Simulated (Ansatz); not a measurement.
C2H2NaO (charge −1): nudged elastic band (part 2 of 2)

The same run, continued: C2H2NaO, charge −1, SMILES OC=[C-][Na]; RKS LDA/cc-pVDZ (Ansatz 0.2.0). The run did not end well. It belongs to a series of runs on one base structure; here: band between the two ends.

Geometry of the input (Å):
```
O  -0.1194  1.3097  -0.8913
C  -0.0670  0.1605  -0.0814
C  0.9811  -0.6644  -0.0359
Na 1.2297  -2.5543  1.2083
H  -1.0023  1.6994  -0.7055
H  -1.0220  0.0492  0.5059
```

The program's output, continued:
```
NEB iter  59: max|band force component| = 7.773e-1 eV/Å  barrier→ = 0.2621 eV  barrier← = 0.7113 eV  CI = image 2  Δτ_max = 0.0429 Å  (248 SCF iters)
the calculation of the forces begins
reference -8509.84732910 eV, -312.7311211627 hartree; 17, 17 occupied and 53, 53 virtual orbitals, 859 factors
these checks for a lower state are left out or cut short: starts, cluster_reference, orbital_swaps, neighbouring_geometries, increment
859 factors; their error is unknown
mean field -8509.88143577 eV, -312.7323745599 hartree, gradient 9.2e-6 eV, S^2 0.000000; 0 other end points of the search recorded, 0 dependent functions left out
the calculation of the forces begins
reference -8509.88148710 eV, -312.7323764460 hartree; 17, 17 occupied and 53, 53 virtual orbitals, 859 factors
NEB iter  60: max|band force component| = 8.528e-1 eV/Å  barrier→ = 0.2893 eV  barrier← = 0.7385 eV  CI = image 2  Δτ_max = 0.0431 Å  (247 SCF iters)
```

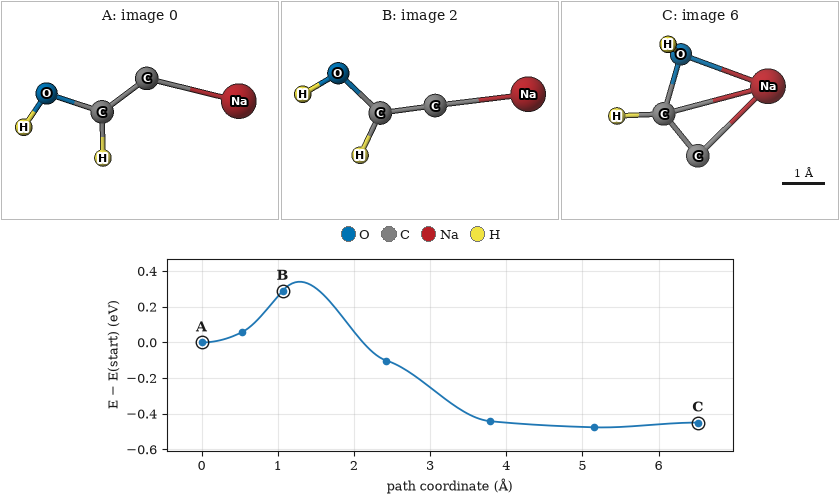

Fig. 1: Images of the last band (counted from 0; ball-and-stick, seen at a tilt) above the energy along the path; the line is a cubic interpolation that uses the forces. The highest image is number 2, 0.289 eV above the start and 0.738 eV above the end (the climbing image); the end lies 0.449 eV below the start. The path is 6.52 Å long. The band had not converged after 60 iterations.

```
Unfinished report: {"positions_ang":[[-0.2596467345403486,0.9559673266015459,-1.1213108018985358],[-0.1974940157209219,0.21870353497687786,0.07403519588972746],[0.5150225042695269,-0.8660436073159231,0.3345078709962614],[1.7071109867594,-2.6958176961594265,0.8035110100064166],[-0.8874778888401987,1.6921053985616359,-0.9355441373382105],[-0.8775258519274568,0.6950740533352906,0.8447918523443406]],"unchecked":["starts","cluster_reference","orbital_swaps","neighbouring_geometries","increment"],"mean_field":{"relativity":"none","state":{"energy":{"ev":-8509.116565868206,"hartree":-312.7042661092937},"converged":true,"gradient_ev":9.77911850082845e-6,"stability":{"kind":"minimum","curvature_ev":3.7787856942147084},"curvature_floor_ev":0.00030000000000000003,"spin_squared":1.4210854715202004e-14},"others":[{"energy":{"ev":-8509.109575107066,"hartree":-312.7040092035603},"converged":true,"gradient_ev":0.000015273686218457506,"stability":{"kind":"minimum","curvature_ev":8.375418300109835},"curvature_floor_ev":0.00030000000000000003,"spin_squared":3.552713678800501e-15}],"fillings":{"estimated":0,"unestimated":0,"tried":0,"untried":0,"excluded_magnetic_sites":0},"n_dropped_functions":0,"n_trapped_functions":0,"passes":{"evaluations":8,"products":64},"factors":{"origin":"density fitting in generated functions","count":859,"bound_ev":null},"gradient_stop_ev":0.00009,"reference_kind":"stationary","functional":{"name":"SPW92","citations":["Dirac, Proc. Camb. Phil. Soc. 26, 376 (1930) doi:10.1017/S0305004100016108","Slater, Phys. Rev. 81, 385 (1951) doi:10.1103/PhysRev.81.385","Perdew & Wang, Phys. Rev. B 45, 13244 (1992) doi:10.1103/PhysRevB.45.13244"],"text":"name \"SPW92\"\ncite \"Dirac, Proc. Camb. Phil. Soc. 26, 376 (1930) doi:10.1017/S0305004100016108\"\ncite \"Slater, Phys. Rev. 81, 385 (1951) doi:10.1103/PhysRev.81.385\"\ncite \"Perdew & Wang, Phys. Rev. B 45, 13244 (1992) doi:10.1103/PhysRevB.45.13244\"\nexchange = slater_x\ncorrelation = pw_c\n","final_grid":{"core_spheres":13.0,"valence_spheres":11.0,"degree":36.0},"final_grid_parameter_source":"default","radial_points_factor":1.0,"radial_grid_error_ev":2.4352219540683396e-10,"grid_sensitivity":"normal","grid_sensitivity_ratio":0.0},"unsmoothed_excess_ev":-0.000051159696075196454,"symmetry":{"irreps":["A"],"axes":[[0.8741235567894182,-0.23543591407762304,-0.4248269504495335],[0.11561617463001019,0.950381941173856,-0.2888028151776505],[0.4717424166107382,0.20333247712317692,0.8579714424834973]],"occupied":[{"A":17},{"A":17}]},"density_repulsion":{"missed_ev":0.00008916096427190334,"excess_ev":0.00008916096427190334,"most_excess_ev":0.00044199999999999996,"are_drawn_again":false,"n_first_factors":859,"energy_change_ev":0.0,"n_dropped_ends":0},"direct_passes":"host"},"factors":{"origin":"density fitting in generated functions","count":859,"bound_ev":null},"n_frozen":0,"n_occupied":[17,17],"n_virtual":[53,53],"reference":{"ev":-8509.116565868206,"hartree":-312.7042661092937},"total":{"ev":-8509.116565868206,"hartree":-312.7042661092937},"forces_ev_per_angstrom":[[0.19464191935681882,-0.20558376826511993,-0.09342752437496074],[-0.2887363663051509,0.008447079916189848,0.6845123897230508],[0.2981396122621818,0.12391561370989726,-0.9457343522738542],[-0.1230333508332389,0.03592553630171684,0.23007969010149534],[0.004665929056685584,-0.06117468484958517,0.09639955655663926],[-0.08567774353565213,0.09847022318308166,0.028170240273808773]],"charge_distribution":{"dipole_moment_e_ang":[-0.5857009428146013,1.297107744342416,-0.9499209162934452],"mulliken_charges_e":[-0.2041286890805747,-0.08883317167574489,-0.35067904813133044,-0.3946965987036073,0.08704414193675358,-0.048706634345470956],"lowdin_charges_e":[0.1946242825508202,-0.32653238925085315,-0.04456186743097934,-0.7362720597104975,-0.08530007252355198,-0.0019578936349198273]},"n_threads":1,"memory_gib":1.7045454550534487,"seconds":{"hamiltonian":3.818667187,"orbitals":0.0,"second_order":0.0,"solver_start":0.0,"cycles":0.0,"cycle":0.0,"perturbative":0.0,"full_ci_increment":0.0,"forces":0.0}}
this run last wrote the band of iteration 60 to [file]
Error: NEB band did not converge after 60 iterations: max|band force component| = 8.53e-1 eV/Å (threshold 5.0e-2); raise `neb.max_iterations` in a new run, which can start from the last band evaluated (`neb.initial_path`, with `crystal.atoms` and `neb.final_atoms` set to its first and last images), add images, or start from endpoints closer to local minima. Where this run's directory can be resumed (`checkpoint.write`), a resume goes on for up to `neb.max_iterations` more; to start a new run from the last band, take its images' positions from the `neb_iteration` event of iteration 60 (`data.images[].positions_ang`), in the event stream of the run that computed that iteration (not this run's, if it was resumed behind it). With `checkpoint.write`, `steps/00-neb/state/checkpoint.json` in the run directory holds the last saved band, under `neb.evaluated.images[].positions_ang` (a band under a hybrid functional on support functions is neither saved nor resumed: `neb.initial_path` says where its path is): check the last entry of `neb.iterations` there, which is earlier than 60 if that iteration was not saved or its write failed. If the band's step has no `state` directory and holds `state.next`, a write was cut short, and the file is under `state.next` instead (behind a loss of power it can be under `state.prev`)
this run wrote the band of iteration 60 to [file] as well, whether or not its events were kept: a new run's `neb.initial_path` can list its `images[].positions_ang`
a run's events are kept only if it was started with --events-out <file>, and are in that file
```

The last band as extended XYZ (Å, eV, eV/Å):
```
6
Properties=species:S:1:pos:R:3:forces:R:3 image=0 energy=-8509.40577
O    -0.1194    1.3097   -0.8913   -0.0014   0.0009   0.0005
C    -0.0670    0.1605   -0.0814   -0.0003  -0.0007   0.0007
C     0.9811   -0.6644   -0.0359   -0.0001  -0.0002  -0.0002
Na    1.2297   -2.5543    1.2083   -0.0002   0.0002   0.0001
H    -1.0023    1.6994   -0.7055    0.0007  -0.0008  -0.0001
H    -1.0220    0.0492    0.5059    0.0013   0.0007  -0.0011
6
Properties=species:S:1:pos:R:3:forces:R:3 image=1 energy=-8509.34788
O    -0.1086    1.1906   -0.9794   -0.0274   0.0273   0.0025
C    -0.1726    0.1742   -0.0076    0.0225  -0.0079  -0.0253
C     0.7386   -0.7901    0.0730    0.0988   0.0338  -0.1107
Na    1.5186   -2.6466    1.0740   -0.0940   0.0001   0.0807
H    -0.8942    1.7563   -0.8074   -0.0424  -0.0012   0.0374
H    -1.0817    0.3155    0.6474    0.0425  -0.0521   0.0154
6
Properties=species:S:1:pos:R:3:forces:R:3 image=2 energy=-8509.11651
O    -0.2596    0.9560   -1.1213    0.1946  -0.2056  -0.0934
C    -0.1975    0.2187    0.0740   -0.2887   0.0084   0.6845
C     0.5150   -0.8660    0.3345    0.2981   0.1239  -0.9457
Na    1.7071   -2.6958    0.8035   -0.1230   0.0359   0.2301
H    -0.8875    1.6921   -0.9355    0.0047  -0.0612   0.0964
H    -0.8775    0.6951    0.8448   -0.0857   0.0985   0.0282
6
Properties=species:S:1:pos:R:3:forces:R:3 image=3 energy=-8509.50720
O    -0.2657    0.4334   -1.0653    0.0250  -0.0409   0.0097
C    -0.1796    0.2607    0.3300    0.0059   0.0071   0.0281
C     0.4250   -0.6744    1.0570   -0.0162   0.0171   0.0781
Na    1.5580   -2.3633    0.0051   -0.0215   0.0342  -0.0868
H    -0.8020    1.2530   -1.1857    0.0247  -0.0387  -0.0250
H    -0.7358    1.0905    0.8589   -0.0180   0.0212  -0.0041
6
Properties=species:S:1:pos:R:3:forces:R:3 image=4 energy=-8509.84728
O     0.3091    0.4947   -0.7615    0.0253  -0.0143   0.0209
C    -0.3000    0.1320    0.5435    0.0068   0.0030   0.0226
C     0.0600   -0.8862    1.3113   -0.0176  -0.0058   0.0258
Na    1.4329   -1.4321   -0.5319   -0.0347   0.0592  -0.0477
H    -0.4314    0.7825   -1.3537    0.0242  -0.0473  -0.0187
H    -1.0705    0.9090    0.7922   -0.0039   0.0051  -0.0028
6
Properties=species:S:1:pos:R:3:forces:R:3 image=5 energy=-8509.88144
O    -0.2952    1.1366   -0.5731   -0.0187  -0.0045  -0.0113
C    -0.5512    0.2018    0.4278   -0.0034   0.0006  -0.0015
C    -0.0039   -0.9810    0.7239    0.0049   0.0048   0.0008
Na    1.8115   -1.6592   -0.5325   -0.0032  -0.0046  -0.0052
H     0.4290    0.7018   -1.0998    0.0204   0.0030   0.0117
H    -1.3903    0.5999    1.0538    0.0000   0.0007   0.0055
6
Properties=species:S:1:pos:R:3:forces:R:3 image=6 energy=-8509.85497
O     0.1600    0.4316   -0.8594   -0.0024  -0.0023  -0.0016
C    -0.5582   -0.1379    0.3237    0.0073  -0.0049   0.0099
C    -0.1184   -1.1179    1.1000   -0.0061   0.0076  -0.0074
Na    1.8134   -0.9368   -0.2664   -0.0004   0.0004   0.0000
H     0.2631    1.4008   -0.6864    0.0002   0.0014   0.0010
H    -1.5599    0.3601    0.3886    0.0015  -0.0022  -0.0018
```
